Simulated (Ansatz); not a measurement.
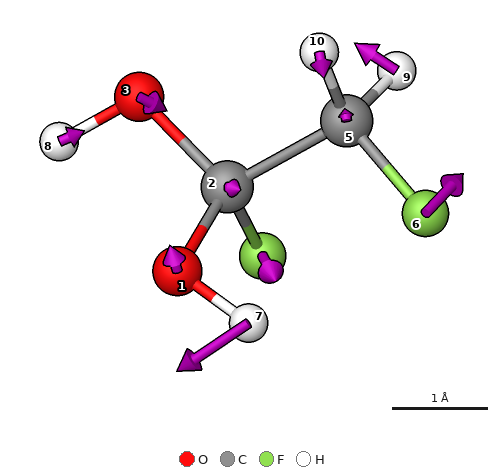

A relaxation of C$_{2}$H$_{4}$F$_{2}$O$_{2}$. The starting structure is drawn; purple arrows show the displacements, magnified 10 times. The two geometries are superimposed by the best rigid fit.

The picture is a ball-and-stick view, seen at a tilt.

The start comes from PBE-D4/def2-SVP.

Computed with RKS PBE0-D4/def2-TZVP (Ansatz). Set-up: force threshold 0.005 eV/Å; at most 150 steps.

Question: Describe the change and its energy.

Answer: After 8 geometry steps the energy has fallen by 1.10 kcal/mol. Largest force component: 0.81 eV/Å at the start, 0.0038 eV/Å at the end. The atom that moves furthest after the best rigid fit is an H atom (0.096 Å). Largest moves by element: H 0.096 Å, F 0.078 Å, O 0.038 Å, C 0.021 Å. Near-neighbour distances that change, for instance: C–F 1.408 → 1.388 Å, C–H 1.109 → 1.091 Å, H–O 0.980 → 0.964 Å, C–C 1.530 → 1.518 Å. The run took 11 s on 4 threads of AMD EPYC 9R45 96-Core, with other jobs on the host.
